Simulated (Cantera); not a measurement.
Input: 1 mol Si, 17 mol HCl, a varied amount of H₂, equilibrated at 1448.15 K and 0.0135 Torr.

Equilibrium computed with Cantera from the NASA thermochemical tables; the gas is ideal and each condensed phase is pure. Candidate condensed phases: Si; 19 gas species. The tables' values for SiCl₃, SiCl are old estimates; treat these amounts as uncertain. Kinetics and transport are ignored.

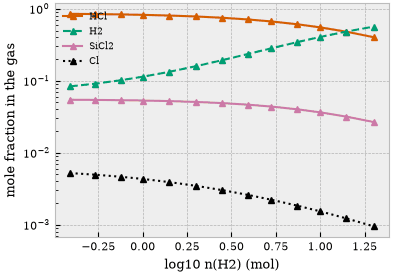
*Equilibrium gas composition (values under 1e-9 drawn at 1e-9)*

Q: Read off the mole fractions at 2 mol H₂.

A: HCl about 0.78, H₂ about 0.16, SiCl₂ about 0.051, Cl about 0.0035.
